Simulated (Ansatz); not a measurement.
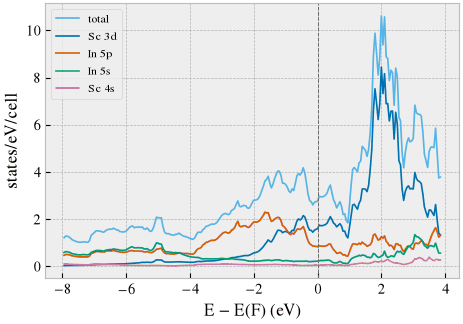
Total and projected density of states of ScIn₂ in space group Cmmm (No. 65; Sc on 4j, In on 4i, In on 2c, In on 2a), DFT-r²SCAN in the program Ansatz with PAW potentials

### Question
Which orbitals carry the states next to the Fermi level?

### Answer
Within 0.5 eV of the Fermi level: Sc 3d 57 %, In 5p 32 %, In 5s 7 %. Projections are on Löwdin-orthogonalised atomic valence shells; empty p or d shells of many metals are not among them.

### Question
Where is the tallest occupied peak in this window, and what makes it?

### Answer
Near -0.4 eV, about 4.2 states/eV per cell; the largest projected share is Sc 3d.

The workflow started from a Materials Project entry (that database holds measured and hypothetical structures alike); the Crystallography Open Database copy checked does not list it. With Sc and In taken as one species the cell has the higher symmetry Fm-3m, so it may be an ordered model of a mixed-site phase. Whether it is the stable phase at ambient conditions was not checked. The r²SCAN relaxation kept the symmetry of its start; its stability against distortions is not shown here. No spin polarisation was allowed. Scalar-relativistic: spin–orbit coupling is off unless named, which matters more the heavier the elements.

Potentials: the later of the program's two PAW sets.
